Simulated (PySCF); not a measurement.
**C4H6N2: density, localisation and related maps**

Input

```
{"job": {"kind": "sp", "xc": "PBE0", "basis": "ma-def2-TZVP", "d3": "d3bj", "grid": 2}, "charge": 0, "multiplicity": 1}
C     -1.667409    -0.124830    -0.113820
N     -0.241119     0.054007    -0.019255
C      0.712179    -0.933969    -0.049437
C      1.919040    -0.286396     0.079992
N      1.725020     1.061298     0.187873
C      0.427044     1.232205     0.125589
H     -2.155767     0.857119    -0.075061
H     -1.940178    -0.611488    -1.062034
H     -2.043986    -0.734175     0.721522
H      0.452490    -1.984417    -0.157880
H      2.914758    -0.727440     0.099286
H     -0.096973     2.187361     0.179101
```

Command:

```sh
OMP_NUM_THREADS=1 python redox_run.py task.json out
```

Geometry: PBE0-D3(BJ)/ma-def2-SVP.

Method: DFT single point, gas phase, functional PBE0 in PySCF.

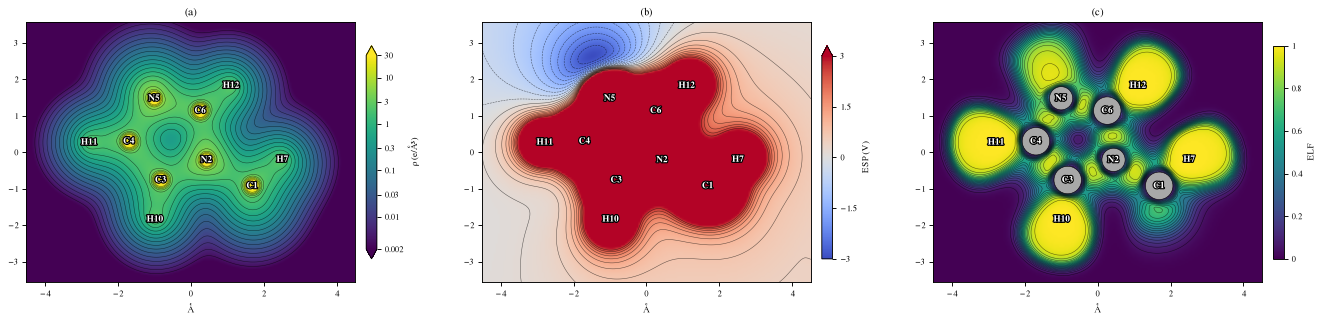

Figure 1. (a) electron density; (b) molecular electrostatic potential; (c) ELF on the plane of atoms N2, C6 and H12. Grey discs cover the atomic cores in the ELF map.

Q: Describe what can be read from this map.

A: The plane passes through C, N and H nuclei. C–N (1.31 Å): ρ at the midpoint is about 2.6 e/Å³; the ELF peaks at about 0.90 between the atoms: a covalent bond. C–C (1.38 Å): ρ is about 2.2 e/Å³ halfway; the ELF peaks at about 0.95 between the atoms; a covalent bond. C–H (1.09 Å): ρ is about 2 e/Å³ halfway; the ELF climbs to about 1 towards the hydrogen, as it does in any bond to H (an ordinary covalent bond to hydrogen). C–N (1.36 Å): ρ at the midpoint is about 2.4 e/Å³; the ELF peaks at about 0.90 between the atoms (localised, covalent bonding). C–N (1.44 Å): ρ is about 2 e/Å³ halfway; the ELF peaks at about 0.95 between the atoms; a covalent bond. The ELF also peaks beside N5, away from the bonds: lone-pair regions. Outside the dense part of the molecule the potential is most negative (−3.0 V) near N5.

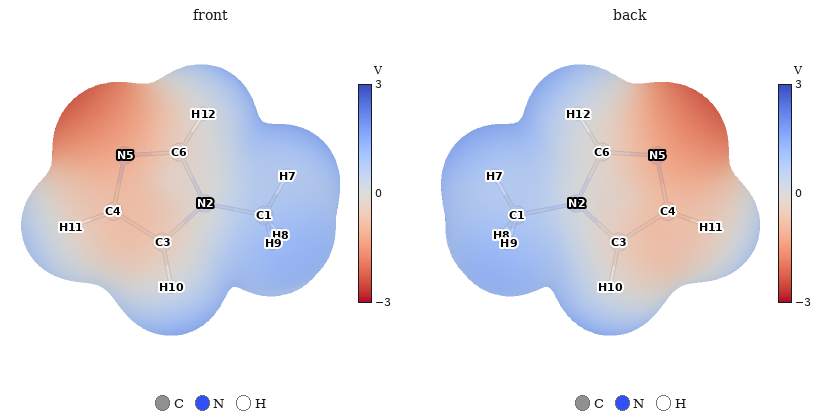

Figure 2. The molecular electrostatic potential painted on the density surface at 0.002 e/bohr³, seen from the front and from behind; red is negative and blue positive.

Q: Describe the electrostatic potential map.

A: The most negative region (about −2.2 V) lies over N5, the most positive (about +1.4 V) over H7. N5 is the likeliest acceptor of a hydrogen bond.

Q: What dipole moment does the calculation give?

A: Its dipole moment is 4.12 D.
